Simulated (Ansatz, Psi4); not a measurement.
## SnSe: a line through the functionals

SnSe: 2 atoms, total charge 0, spin state singlet. SMILES: `[Se][Sn]`. The coordinates come from a PBE0-D4/def2-TZVP relaxation.

The HOMO–LUMO gap y, in eV, basis def2-TZVP with a core potential; a is the functional's share of exact exchange. Programs: Ansatz 0.2.0, Psi4 1.11.

```
functional  program     a  y (eV)
    revPBE     Psi4     0    2.97
      TPSS     Psi4     0    3.07
     TPSSh     Psi4   0.1    3.68
     B3LYP     Psi4   0.2    4.12
   r2SCAN0   Ansatz  0.25    4.72
      PBE0     Psi4  0.25       ?
     BHLYP     Psi4   0.5    5.97
```

Problem. Fit y = c + s·a to the known rows and predict PBE0.

Solution. 
1. Means of the 6 rows: a = 0.1750, y = 4.088.
2. Σ(Δa)² = 0.17875, Σ(Δa·Δy) = 1.0642, so the slope is 1.0642/0.17875 = 5.9536.
3. Intercept: 4.088 − (5.9536) × 0.1750 = 3.046. The largest residual of the fit is 0.19.
4. PBE0: 3.046 + (5.9536) × 0.25 = 4.53 eV.

The run gave 4.52 eV, so the prediction is off by +0.01 eV, within the largest residual. Exact exchange lowers occupied levels and raises empty ones.

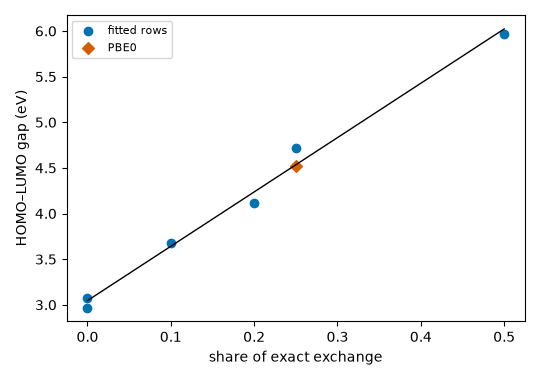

The fitted line, with the withheld row.
